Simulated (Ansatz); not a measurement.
**Tc of Cs (Im-3m) from its phonons**

Aim: the phonon-mediated transition temperature of Cs (Im-3m) at ambient pressure, over a range of μ*. The cell shown first is a relaxed one, from steps not shown here.

Calculated with Ansatz 0.2.0; DFT PBE, scalar-relativistic, plane waves, PAW; PAW set soft_1.

### Step 1. The cell after earlier relaxation steps

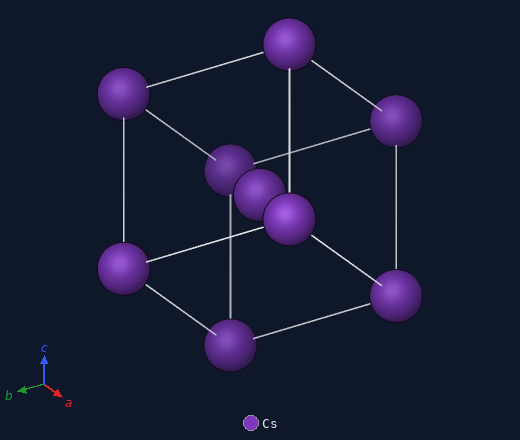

Start, viewed from a free direction; caesium purple. This picture shows the conventional cell, with its axes. Some periodic images of atoms are drawn too.

### Step 2. Electron–phonon run: q 3×3×3, k 9×9×9, scattering 12×12×12

The run that gives the couplings also evaluates McMillan's and Allen and Dynes's formulas and, where asked, the Eliashberg equations, over a range of μ*.

Input file input.yaml:

```yaml
crystal:
  lattice:
    - [-3.0795549609, 3.0795549609, 3.0795549609]
    - [3.0795549609, -3.0795549609, 3.0795549609]
    - [3.0795549609, 3.0795549609, -3.0795549609]
  atoms:
    - { symbol: Cs, position: [0.0, 0.0, 0.0] }
kpoints:
  mp_grid: { grid: [9, 9, 9] }
hamiltonian:
  xc: pbe
  pseudopotentials: { kind: paw, azcp: { folder: soft_1 } }
scf:
  occupations: { method: methfessel_paxton, width: 0.2 }
output:
  eigenvalues: true
phonons:
  method: dfpt
  qmesh: [3, 3, 3]
  temperatures: { t_max: 1000, t_step: 50 }
  qpath:
    path:
      - [[0.0, 0.0, 0.0], [0.5, -0.5, 0.5], [0.0, 0.0, 0.5], [0.0, 0.0, 0.0], [0.25, 0.25, 0.25], [0.5, -0.5, 0.5]]
      - [[0.25, 0.25, 0.25], [0.0, 0.0, 0.5]]
    npoints: 6
  electrical_resistivity:
    mesh: [12, 12, 12]
    temperatures: [20.0, 50.0, 80.0, 100.0, 150.0, 200.0, 273.0, 300.0, 400.0, 500.0, 600.0, 800.0]
  superconductivity: { mesh: [12, 12, 12] }
```

On the command line:

```console
ansatz run input.yaml --threads 16 --pin off --max-ram 92160MiB --backend cuda --events-out ev --progress --plain --runs-dir out --max-vram 78GiB
```

Numbers of over 12 decimals in the logs are rounded to 6 here.

The program printed:

```text
Engine: ansatz 0.2.0, aarch64-unknown-linux-gnu
Pseudopotentials: kind: paw
Pseudopotential: Cs, paw, valence charge 9, recommended cutoff 420 eV (normal), soft_1/Cs.paw.azcp
Functional definition: PBE
  parameter kappa = 0.804
  parameter beta = 0.066725
  exchange = pbe_x(kappa = kappa, mu = beta*pi^2/3)
  correlation = pbe_c(beta = beta)
[...]
Crystal: 1 atoms, lattice volume = 116.822 Å³
Basis set: ecut = 420 eV, 2243 PW (Γ), exchange–correlation on 72×72×72 points (8 copies of the dense FFT grid, shifted against one another)
Bands: 9, of which v1, the nominal top of the filled ones, is band 5 counted from 1 (4 counted from 0)
Symmetry: 48 space group operations
k-points: 35 of 729
Non-local potential: Cs, projectors of the file, l = 0: 3, l = 1: 2, l = 2: 2, l = 3: 2
PAW form: soft (Blöchl's): semilocal exchange-correlation on the pseudo side does not see the compensation charge
PAW one-centre angular grid: Cs, 194 points (default); XC on 64 Gauss nodes
Initial density: superposition of atomic densities (chi_scale 0.1, normalization cell)
Initial wavefunctions: pseudopotential atomic-orbital guess
[...]
Functional: x = pbe(κ = 0.804, μ = 0.219515), c = pbe(β = 0.066725)
SCF iter   1: F=—  HF=-5670.919326 eV  |F-HF|=—  |Δ(HF+E_count)|=         —  Δρ=6.34e-3  dr2=3.50e-2  ethr=3.10e-3  ⟨swp⟩=5.9  Hψ=2426  notcnv=0
preconditioner: auto → Kerker (q_TF=auto, 1.780 Å⁻¹)  [metal: Δε(μ)=0.066 eV  Ē_g=2.655 eV  σ=0.200 eV  W_gap=0.27  n_scr=12 (ndim 8)  ℏωp=3.4 eV  f_vac=0.000  D(μ)=1.10/eV (n_scr^D=0)]
SCF iter   2: F=—  HF=-5670.911622 eV  |F-HF|=—  |Δ(HF+E_count)|=   7.70e-3  S|Δr|=    0.00e0  Δρ=3.49e-3  dr2=1.51e-2  ethr=3.89e-4  ⟨swp⟩=1.0  Hψ=595  notcnv=0
[...]
SCF iter   9: F=-5670.907759 eV  HF=-5670.907759 eV  |F-HF|=4.55e-12  |Δ(HF+E_count)|=  3.92e-10  S|Δr|=    0.00e0  Δρ=4.04e-8  dr2=1.98e-12  ethr=1.00e-12  ⟨swp⟩=6.3  Hψ=1627  notcnv=0
SCF 1 converged in 9 iterations: F = -5670.907759 eV  dr2 = 1.98e-12
  greatest PAW one-centre occupation: 0.930 electrons in one spin orbital (limit 2), on the Cs atom at site 0 (counted from 0), in its partial waves of l = 0
[...]
NSCF: frozen V_eff on 35 k-points, pencils in batches of 32, up to order 36
[...]
NSCF: frozen V_eff on 35 k-points
[...]
DFPT response loops at q = (0, 0, 0) (fractional): preconditioner auto → Kerker (q_TF=auto, 1.780 Å⁻¹) (partly filled bands, converged f_vac=0.001); β = 1.00, the filter's whole step (`scf.mixing.beta` (0.50) is not read by the response loops under this deck's `scf.mixing.preconditioner`; to damp them name `kerker` or `kerker_dos`, under which they read `scf.mixing.beta`, and type it under 1.00, their step now; both keys bind the ground state too); Anderson in place of MSR1; while a model of the screening serves, it and β = 1 on shorter waves in the place of filter and β
[...]
NSCF: frozen V_eff on 35 k-points
[...]
DFPT response loops at q = (0, 0, 0.333333) (fractional): mixed as the last ones told, above
[...]
DFPT response loops at q = (0, 0.333333, 0.333333) (fractional): mixed as the last ones told, above
[...]
DFPT response loops at q = (0.333333, 0.333333, -0.333333) (fractional): mixed as the last ones told, above
[...]
SCF iter   1: F=—  HF=-5670.919326 eV  |F-HF|=—  |Δ(HF+E_count)|=         —  Δρ=6.34e-3  dr2=3.50e-2  ethr=3.10e-3  ⟨swp⟩=5.9  Hψ=2426  notcnv=0
SCF iter   2: F=—  HF=-5670.911622 eV  |F-HF|=—  |Δ(HF+E_count)|=   7.70e-3  S|Δr|=    0.00e0  Δρ=3.49e-3  dr2=1.51e-2  ethr=3.89e-4  ⟨swp⟩=1.0  Hψ=595  notcnv=0
SCF iter   3: F=—  HF=-5670.907452 eV  |F-HF|=—  |Δ(HF+E_count)|=   4.17e-3  S|Δr|=    0.00e0  Δρ=7.04e-4  dr2=1.14e-3  ethr=1.67e-4  ⟨swp⟩=2.5  Hψ=451  notcnv=0
SCF iter   4: F=—  HF=-5670.907714 eV  |F-HF|=—  |Δ(HF+E_count)|=   2.63e-4  S|Δr|=    0.00e0  Δρ=1.36e-4  dr2=2.87e-5  ethr=1.27e-5  ⟨swp⟩=2.5  Hψ=453  notcnv=0
SCF iter   5: F=—  HF=-5670.907742 eV  |F-HF|=—  |Δ(HF+E_count)|=   2.73e-5  S|Δr|=    0.00e0  Δρ=2.86e-5  dr2=1.90e-6  ethr=3.18e-7  ⟨swp⟩=2.0  Hψ=444  notcnv=0
[...]
SCF iter   7: F=—  HF=-5670.907759 eV  |F-HF|=—  |Δ(HF+E_count)|=   3.93e-7  S|Δr|=    0.00e0  Δρ=1.77e-6  dr2=5.22e-9  ethr=2.04e-9  ⟨swp⟩=2.6  Hψ=425  notcnv=0
[...]
SCF 2 converged in 9 iterations: F = -5670.907759 eV  dr2 = 1.94e-12
[...]
SCF converged after 9 iterations
[...]
mean free path at 50 K (of a tensor a third of its trace): 68.8 nm by what each carries, 58.1 by the Fermi surface alone
  Hall coefficient in a weak field at 50 K (a third of the trace): -6.430e-10 m³/C (as a tensor it moves by 13.3 % between the two finest meshes); by each state's relaxation time: -6.836e-10 m³/C; by a constant relaxation time: -6.300e-10 m³/C
  mean free path at 80 K (of a tensor a third of its trace): 42.0 nm by what each carries, 35.6 by the Fermi surface alone
  Hall coefficient in a weak field at 80 K (a third of the trace): -6.442e-10 m³/C (as a tensor it moves by 12.0 % between the two finest meshes); by each state's relaxation time: -6.833e-10 m³/C; by a constant relaxation time: -6.302e-10 m³/C
  mean free path at 100 K (of a tensor a third of its trace): 33.4 nm by what each carries, 28.3 by the Fermi surface alone
  Hall coefficient in a weak field at 100 K (a third of the trace): -6.457e-10 m³/C (as a tensor it moves by 11.3 % between the two finest meshes); by each state's relaxation time: -6.847e-10 m³/C; by a constant relaxation time: -6.303e-10 m³/C
  mean free path at 150 K (of a tensor a third of its trace): 22.1 nm by what each carries, 18.7 by the Fermi surface alone
  Hall coefficient in a weak field at 150 K (a third of the trace): -6.494e-10 m³/C (as a tensor it moves by 10.4 % between the two finest meshes); by each state's relaxation time: -6.887e-10 m³/C; by a constant relaxation time: -6.298e-10 m³/C
  mean free path at 200 K (of a tensor a third of its trace): 16.5 nm by what each carries, 14.0 by the Fermi surface alone
  Hall coefficient in a weak field at 200 K (a third of the trace): -6.519e-10 m³/C (as a tensor it moves by 10.1 % between the two finest meshes); by each state's relaxation time: -6.922e-10 m³/C; by a constant relaxation time: -6.288e-10 m³/C
  mean free path at 273 K (of a tensor a third of its trace): 12.1 nm by what each carries, 10.2 by the Fermi surface alone
  Hall coefficient in a weak field at 273 K (a third of the trace): -6.530e-10 m³/C (as a tensor it moves by 10.6 % between the two finest meshes); by each state's relaxation time: -6.945e-10 m³/C; by a constant relaxation time: -6.267e-10 m³/C
  mean free path at 300 K (of a tensor a third of its trace): 11.1 nm by what each carries, 9.33 by the Fermi surface alone
  Hall coefficient in a weak field at 300 K (a third of the trace): -6.532e-10 m³/C (as a tensor it moves by 9.6 % between the two finest meshes); by each state's relaxation time: -6.952e-10 m³/C; by a constant relaxation time: -6.258e-10 m³/C
  mean free path at 400 K (of a tensor a third of its trace): 8.37 nm by what each carries, 7.05 by the Fermi surface alone
  Hall coefficient in a weak field at 400 K (a third of the trace): -6.523e-10 m³/C (as a tensor it moves by 10.7 % between the two finest meshes); by each state's relaxation time: -6.964e-10 m³/C; by a constant relaxation time: -6.221e-10 m³/C
  mean free path at 500 K (of a tensor a third of its trace): 6.76 nm by what each carries, 5.68 by the Fermi surface alone
  Hall coefficient in a weak field at 500 K (a third of the trace): -6.503e-10 m³/C (as a tensor it moves by 10.4 % between the two finest meshes); by each state's relaxation time: -6.967e-10 m³/C; by a constant relaxation time: -6.181e-10 m³/C
  mean free path at 600 K (of a tensor a third of its trace): 5.69 nm by what each carries, 4.77 by the Fermi surface alone
  Hall coefficient in a weak field at 600 K (a third of the trace): -6.474e-10 m³/C (as a tensor it moves by 10.7 % between the two finest meshes); by each state's relaxation time: -6.961e-10 m³/C; by a constant relaxation time: -6.138e-10 m³/C
  mean free path at 800 K (of a tensor a third of its trace): 4.36 nm by what each carries, 3.63 by the Fermi surface alone
  Hall coefficient in a weak field at 800 K (a third of the trace): -6.373e-10 m³/C (as a tensor it moves by 9.9 % between the two finest meshes); by each state's relaxation time: -6.904e-10 m³/C; by a constant relaxation time: -6.049e-10 m³/C
  the resistivity times a path that all electrons share, by the Fermi surface of the deck's mesh alone (a third of the trace): 3.013e-15 Ω·m²
  not converged in the mesh (λ; λ_tr; the resistivity at 20 K by 6.30 %; the resistivity at 50 K by 6.18 %; the resistivity at 80 K by 7.52 %; the resistivity at 100 K by 8.16 %; the resistivity at 150 K by 8.84 %; the resistivity at 200 K by 9.55 %; the resistivity at 273 K by 9.43 %; the resistivity at 300 K by 10.47 %; the resistivity at 400 K by 9.87 %; the resistivity at 500 K by 10.23 %; the resistivity at 600  [...]
  vibrations of 27 cells: unjudged by the run; compare a larger repeat
  the changes of the potential over all sites missed a rigid shift's by 0.00 % (the site terms' by 0.10 %)
--- Superconductivity: potentials and phonons of a 3×3×3 supercell ---
           mesh         λ    ħω_log (meV)  μ* declared at (meV)
       12×12×12    0.2284           1.569                2.309
          6×6×6    0.2247           1.647                2.394
          3×3×3    0.1405           2.388                3.055
  λ by the species' shares of the modes' patterns: Cs 0.2284
  with the Fermi level up to 4.4 meV (the hardest mode) off, states and modes as they are: density of states 0.6657 to 0.6734 /eV of one spin and cell, λ 0.2270 to 0.2298
  transition temperature on the deck's mesh (K), isotropic and anisotropic, restricted to the Fermi surface (FSR) and over the full bandwidth (FBW), and the last with the density of states resolved in a narrower window:
        μ*   McMillan   Allen–Dynes      iso. FSR      iso. FBW    aniso. FSR    aniso. FBW  narrow window
      0.08      0.001         0.001    none_found    none_found    none_found    none_found     none_found
      0.10      0.000         0.000    none_found    none_found    none_found    none_found     none_found
      0.12      0.000         0.000    none_found    none_found    none_found    none_found     none_found
      0.13      0.000         0.000    none_found    none_found    none_found    none_found     none_found
      0.14      0.000         0.000    none_found    none_found    none_found    none_found     none_found
      0.16      0.000         0.000    none_found    none_found    none_found    none_found     none_found
      0.20      0.000         0.000    none_found    none_found    none_found    none_found     none_found
  none_found: no transition down to 0.1 K
  isotope coefficients −∂ln Tc/∂ln M under μ* = 0.13, the force constants as they are, of the isotropic transitions restricted to the Fermi surface and over the full bandwidth: Cs - and -
  converged in the mesh: between neighbouring meshes, the two finest first, λ moves by 1.60 % and 37.50 % and the anisotropic transition temperature over the full bandwidth at μ* = 0.13 by nothing (neither mesh has one) and nothing (neither mesh has one); converged means that the two finest part by at most 2.00 % and 5.00 %
  vibrations of 27 cells: unjudged by the run; compare a larger repeat
  the changes of the potential over all sites missed a rigid shift's by 0.00 % (the site terms' by 0.10 %)
```

Wall time 19 s (1 × NVIDIA GB200 with 16 threads of Arm Neoverse V2, shared host); peak memory 4.9 GiB; 2.8 min of CPU time.

This step gave:

- volume per atom: 116.8 Å³/atom
- metallic on mesh: yes
- gap on the k-mesh: 0 eV
- zero point energy: 0.004171 eV/cell
- share of imaginary modes in the plain interpolation between solved wavevectors: 0
- highest frequency, solved or plainly interpolated: 35.4 cm⁻¹
- Debye temperature (second moment): 44 K
- resistivity at 300 K: 32.28 μΩ cm
- coupling constant λ: 0.2284
- density of states at the Fermi level: 0.6695 states/eV a spin and cell
- log mean phonon energy ħω_log: 1.569 meV
- transport coupling constant λ_tr: 0.2708, 0.2708, 0.2708 (xx, yy, zz)
- Drude plasma energy: 3.039, 3.039, 3.039 eV (xx, yy, zz)
- resistivity times mean free path: 30.13, 30.13, 30.13 × 10⁻¹⁶ Ω m² (xx, yy, zz)
- second-moment phonon energy ħω₂: 2.309 meV
- coupling λ by branch: 0.129, 0.0414, 0.0581 (branches by rank of frequency)

An empty cell: under 1 mK by a formula, or no transition down to the floor of the Eliashberg search. Transition temperatures:

```csv
μ*,McMillan Tc (K),Allen–Dynes Tc (K)
0.08,0.00136,0.00137
0.1,-,-
0.12,-,-
0.13,-,-
0.14,-,-
0.16,-,-
0.2,-,-
```

### Step 3. Resistivity: q 3×3×3, k 12×12×12, scattering 16×16×16

The next rung changes the k mesh of the density and its response; the scattering mesh, which samples the Fermi surface.

Changes to input.yaml since step 2:

```diff
@@ -8,3 +8,3 @@
 kpoints:
-  mp_grid: { grid: [9, 9, 9] }
+  mp_grid: { grid: [12, 12, 12] }
 hamiltonian:
@@ -26,4 +26,4 @@
   electrical_resistivity:
-    mesh: [12, 12, 12]
+    mesh: [16, 16, 16]
     temperatures: [20.0, 50.0, 80.0, 100.0, 150.0, 200.0, 273.0, 300.0, 400.0, 500.0, 600.0, 800.0]
-  superconductivity: { mesh: [12, 12, 12] }
+  superconductivity: { mesh: [16, 16, 16] }
```

The program printed:

```text
[...]
Crystal: 1 atoms, lattice volume = 116.822 Å³
Basis set: ecut = 420 eV, 2243 PW (Γ), exchange–correlation on 72×72×72 points (8 copies of the dense FFT grid, shifted against one another)
Bands: 9, of which v1, the nominal top of the filled ones, is band 5 counted from 1 (4 counted from 0)
Symmetry: 48 space group operations
k-points: 72 of 1728
[...]
SCF iter   1: F=—  HF=-5670.916912 eV  |F-HF|=—  |Δ(HF+E_count)|=         —  Δρ=6.34e-3  dr2=3.49e-2  ethr=3.10e-3  ⟨swp⟩=5.8  Hψ=4957  notcnv=0
[...]
SCF iter   2: F=—  HF=-5670.909199 eV  |F-HF|=—  |Δ(HF+E_count)|=   7.71e-3  S|Δr|=    0.00e0  Δρ=3.49e-3  dr2=1.50e-2  ethr=3.88e-4  ⟨swp⟩=1.0  Hψ=1224  notcnv=0
[...]
SCF iter   9: F=-5670.905345 eV  HF=-5670.905345 eV  |F-HF|=3.64e-12  |Δ(HF+E_count)|=  3.71e-10  S|Δr|=    0.00e0  Δρ=4.33e-8  dr2=2.30e-12  ethr=1.00e-12  ⟨swp⟩=6.3  Hψ=3282  notcnv=0
SCF 1 converged in 9 iterations: F = -5670.905345 eV  dr2 = 2.30e-12
[...]
NSCF: frozen V_eff on 72 k-points, pencils in batches of 32, up to order 36
[...]
NSCF: frozen V_eff on 72 k-points
[...]
SCF iter   1: F=—  HF=-5670.916912 eV  |F-HF|=—  |Δ(HF+E_count)|=         —  Δρ=6.34e-3  dr2=3.49e-2  ethr=3.10e-3  ⟨swp⟩=5.8  Hψ=4957  notcnv=0
[...]
SCF iter   5: F=—  HF=-5670.905329 eV  |F-HF|=—  |Δ(HF+E_count)|=   2.85e-5  S|Δr|=    0.00e0  Δρ=2.87e-5  dr2=1.91e-6  ethr=3.19e-7  ⟨swp⟩=2.0  Hψ=914  notcnv=0
[...]
SCF iter   7: F=—  HF=-5670.905345 eV  |F-HF|=—  |Δ(HF+E_count)|=   4.01e-7  S|Δr|=    0.00e0  Δρ=1.74e-6  dr2=4.98e-9  ethr=2.11e-9  ⟨swp⟩=2.6  Hψ=877  notcnv=0
[...]
SCF 2 converged in 9 iterations: F = -5670.905345 eV  dr2 = 2.24e-12
[...]
SCF converged after 9 iterations
[...]
vibrations of 27 cells: unjudged by the run; compare a larger repeat
[...]
--- Superconductivity: potentials and phonons of a 3×3×3 supercell ---
           mesh         λ    ħω_log (meV)  μ* declared at (meV)
       16×16×16    0.2374           1.473                2.240
          8×8×8    0.2300           1.531                2.314
          4×4×4    0.6470           1.138                1.947
  λ by the species' shares of the modes' patterns: Cs 0.2374
[...]
0.08      0.002         0.002    none_found    none_found    none_found    none_found     none_found
      0.10      0.000         0.000    none_found    none_found    none_found    none_found     none_found
      0.12      0.000         0.000    none_found    none_found    none_found    none_found     none_found
      0.13      0.000         0.000    none_found    none_found    none_found    none_found     none_found
      0.14      0.000         0.000    none_found    none_found    none_found    none_found     none_found
      0.16      0.000         0.000    none_found    none_found    none_found    none_found     none_found
      0.20      0.000         0.000    none_found    none_found    none_found    none_found     none_found
  none_found: no transition down to 0.1 K
[...]
not converged in the mesh (λ): between neighbouring meshes, the two finest first, λ moves by 3.12 % and 181.33 % and the anisotropic transition temperature over the full bandwidth at μ* = 0.13 by nothing (neither mesh has one) and (not known); converged means that the two finest part by at most 2.00 % and 5.00 %
  vibrations of 27 cells: unjudged by the run; compare a larger repeat
[...]
```

The job ended after 27 s (1 × NVIDIA GB200 with 16 threads; peak memory 4.9 GiB).

This step gave:

- zero point energy: 0.004149 eV/cell
- highest frequency, solved or plainly interpolated: 35.3 cm⁻¹
- resistivity at 300 K: 32.37 μΩ cm
- coupling constant λ: 0.2374
- density of states at the Fermi level: 0.6806 states/eV a spin and cell
- log mean phonon energy ħω_log: 1.473 meV
- transport coupling constant λ_tr: 0.2803, 0.2803, 0.2803 (xx, yy, zz)
- Drude plasma energy: 3.042, 3.042, 3.042 eV (xx, yy, zz)
- resistivity times mean free path: 29.95, 29.95, 29.95 × 10⁻¹⁶ Ω m² (xx, yy, zz)
- second-moment phonon energy ħω₂: 2.24 meV
- coupling λ by branch: 0.138, 0.0423, 0.0574 (branches by rank of frequency)

An empty cell: under 1 mK by a formula, or no transition down to the floor of the Eliashberg search. Transition temperatures:

| μ* | McMillan Tc (K) | Allen–Dynes Tc (K) |
| --- | --- | --- |
| 0.08 | 0.00207 | 0.00208 |
| 0.1 | - | - |
| 0.12 | - | - |
| 0.13 | - | - |
| 0.14 | - | - |
| 0.16 | - | - |
| 0.2 | - | - |

For the log mean phonon energy ħω_log, step 2 gave 1.57 meV; this run, with k-mesh 12×12×12 and scattering mesh 16×16×16, gives 1.47 meV (-6 %).

(Part 1 of 2 ends here.)

[Logs are printed without paths, hosts, clocks, repeated set-up lines and the standing remarks that a program may print on its own settings, such as how far it seeks lower states.]

[Hosts, paths, dates, database ids (printed as entryN), source tags and the programs' standing remarks are cut or masked in the printed files.]
